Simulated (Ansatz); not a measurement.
# SiNH2F (SMILES N[Si]F) at 6 levels

Aim: a comparison of 6 runs (HF/STO-3G, PBE0/STO-3G, SVWN5/STO-3G, r2SCAN/STO-3G, r2SCAN0/STO-3G, BCCD(T)/STO-3G) of SiNH2F. 

The results are computed with Ansatz 0.2.0.

69 further runs of the same task are left out: 69 set aside as unsound or not needed.

### Step 1. The structure to begin with

SiNH2F: 5 atoms, total charge 0, spin state singlet. SMILES: `N[Si]F`. The H4–N1 distance was set to 1.516 Å, away from the relaxed value. At this shape a bond of the SMILES string is far longer than usual.

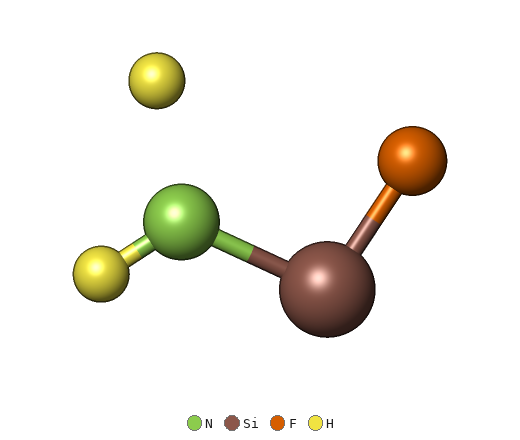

Viewed from a chosen angle; nitrogen green, silicon brown, fluorine orange, hydrogen yellow.

### Step 2. A single-point energy at HF/STO-3G (run 1)

in.yaml

```yaml
basis:
  gaussian:
    orbitals: STO-3G
crystal:
  periodic: [false, false, false]
  atoms:
    - {symbol: "N", position_ang: [-0.674626, -0.194608, -0.286204]}
    - {symbol: Si, position_ang: [-0.117226, -1.568308, 0.549996]}
    - {symbol: F, position_ang: [1.312074, -0.983508, 1.046396]}
    - {symbol: H, position_ang: [0.085400, 1.109600, -0.420900]}
    - {symbol: H, position_ang: [-1.569026, -0.175608, -0.751104]}
hamiltonian:
  xc: hf
accuracy: high
```

The run is started by

```
$ ansatz run in.yaml --threads 1 --pin off --max-ram 2610MiB --events-out events.jsonl --progress --plain --runs-dir runs
```

Standard output:

```text
Warning: RAYON_NUM_THREADS=1 ignored (pool sized by the plan → 1); use --threads N
Functional definition: HF
  name "HF"
  exchange = exact_x
  correlation = 0
383 factors; integrals over basis functions are off by at most 2.8e-8 eV
mean field evaluation 1: about -11928.2457 eV, gradient 2.1e1 eV
mean field evaluation 2: about -11928.3077 eV, gradient 2.1e1 eV
mean field evaluation 4: about -11930.2262 eV, gradient 1.8e0 eV
mean field evaluation 8: about -11930.2471 eV, gradient 3.0e-4 eV
mean field -11930.24705460 eV, -438.4284926448 hartree, gradient 1.6e-8 eV, S^2 0.000000; 0 other end points of the search recorded, 0 dependent functions left out
reference -11930.24705460 eV, -438.4284926448 hartree; 16, 16 occupied and 5, 5 virtual orbitals, 383 factors
Total energy: -11930.24705460 eV, -438.4284926448 hartree
```

Wall time 0.12 s (1 thread of Arm Neoverse V1, shared host).

### Step 3. The energy at PBE0/STO-3G (run 2)

job.yaml

```yaml
crystal:
  periodic: [false, false, false]
  atoms:
    - {symbol: N, position_ang: [-0.674626, -0.194608, -0.286204]}
    - {symbol: Si, position_ang: [-0.117226, -1.568308, 0.549996]}
    - {symbol: F, position_ang: [1.312074, -0.983508, 1.046396]}
    - {symbol: H, position_ang: [0.085400, 1.109600, -0.420900]}
    - {symbol: H, position_ang: [-1.569026, -0.175608, -0.751104]}
basis:
  gaussian:
    orbitals: STO-3G
hamiltonian:
  xc: pbe0
accuracy: high
```

The run is started by

```
$ ansatz run job.yaml --threads 1 --pin off --max-ram 2610MiB --events-out events.jsonl --progress --plain --runs-dir runs
```

Standard output:

```text
Warning: RAYON_NUM_THREADS=1 ignored (pool sized by the plan → 1); use --threads N
Functional definition: PBE0
  name "PBE0"
  parameter a = 0.25
  parameter kappa = 0.804
  parameter beta = 0.06672455060314922
  exchange = (1 - a)*pbe_x(kappa = kappa, mu = beta*pi^2/3) + a*exact_x
  correlation = pbe_c(beta = beta)
383 factors; integrals over basis functions are off by at most 2.8e-8 eV
mean field evaluation 1: about -11954.8121 eV, gradient 2.4e1 eV
mean field evaluation 2: about -11950.9647 eV, gradient 4.4e1 eV
mean field evaluation 4: about -11956.8321 eV, gradient 1.2e0 eV
mean field evaluation 8: about -11956.8097 eV, gradient 7.5e-3 eV
mean field evaluation 16: about -11956.8097 eV, gradient 3.7e-8 eV
mean field -11956.80974822 eV, -439.4046536305 hartree, gradient 3.7e-8 eV, S^2 0.000000; 0 other end points of the search recorded, 0 dependent functions left out
reference -11956.80974959 eV, -439.4046536807 hartree; 16, 16 occupied and 5, 5 virtual orbitals, 383 factors
Total energy: -11956.80974959 eV, -439.4046536807 hartree
```

Run time: 1.2 s. Hardware: 1 thread of Arm Neoverse V1, shared host; peak memory 0.095 GiB.

Runs 3 to 5 aren't shown in full; the table further down has their settings and results.

### Step 4. The energy at BCCD(T)/STO-3G (run 6)

job.yaml: that of step 3 with these lines changed.

```diff
@@ -9,6 +9,6 @@
 basis:
-  gaussian:
-    orbitals: STO-3G
-hamiltonian:
-  xc: pbe0
+  gaussian: {orbitals: STO-3G}
+total_charge: 0
+correlation: {method: bccd_t, frozen_orbitals: {F: 1, H: 0, "N": 1, Si: 5}}
 accuracy: high
+scf: {omitted_lower_state_checks: [cluster_reference, increment]}
```

The run is started by

```
$ ansatz run job.yaml --threads 1 --pin off --max-ram 2610MiB --events-out events.jsonl --progress --plain --runs-dir runs
```

Standard output, cut to the lines that bear on the results:

```text
Warning: RAYON_NUM_THREADS=1 ignored (pool sized by the plan → 1); use --threads N
[... 2 set-up lines as earlier in the session ...]
[...]
383 factors; integrals over basis functions are off by at most 2.8e-8 eV
[...]
mean field -11930.24705460 eV, -438.4284926448 hartree, gradient 1.6e-8 eV, S^2 0.000000; 0 other end points of the search recorded, 0 dependent functions left out; unrestricted orbitals would lower it
7 core orbitals not correlated: weight in the atoms' cores, before any rotation towards them, 1.000 or more for the frozen orbitals, at most 0.000 for the correlated occupied ones
reference -11930.24705460 eV, -438.4284926448 hartree; 9, 9 occupied and 5, 5 virtual orbitals, 383 factors
second order -3.33927515 eV of doubles, -0.00000000 eV of singles
cycle   1  -3.74503833 eV  change   -4.1e-1 eV  update   1.2e-1
[...]
cycle  23  -4.21442703 eV  change  -8.1e-10 eV  update   1.1e-9
perturbative correction -0.26095619 eV, -0.0095899632 hartree
Total energy: -11934.72243782 eV, -438.5929599446 hartree
Checks for a lower state left out: cluster_reference, increment
```

It took 0.22 s on 1 thread of Arm Neoverse V1, shared host.

### Step 5. Overview of the runs

| run | level | frozen core orbitals | energy (Eh) | wall time |
| --- | --- | --- | --- | --- |
| 1 | HF/STO-3G | – | -438.428493 | 0.12 s |
| 2 | PBE0/STO-3G | – | -439.404654 | 1.2 s |
| 3 | SVWN5/STO-3G | – | -437.374986 | 0.78 s |
| 4 | r2SCAN/STO-3G | – | -439.597450 | 2.9 s |
| 5 | r2SCAN0/STO-3G | – | -439.579730 | 2.9 s |
| 6 | BCCD(T)/STO-3G | 7 | -438.592960 | 0.22 s |

### Step 6. Results

```
                                          quantity          value
                               run 6: total energy  -438.59296 Eh
run 6: correlation energy (7 core orbitals frozen)     -164.5 mEh
                             run 6: (T) correction      -9.59 mEh
```

Totals of different functionals can't be ranked against each other. In run 6 the log says that unrestricted orbitals would lower the reference, so the values rest on an unstable closed-shell determinant (other closed-shell runs at this shape may share the fault). In runs 1, 2, 3, 4, 5, 6 the basis is minimal, so the values are rough. All runs together took 8.1 s, the longest 2.9 s.
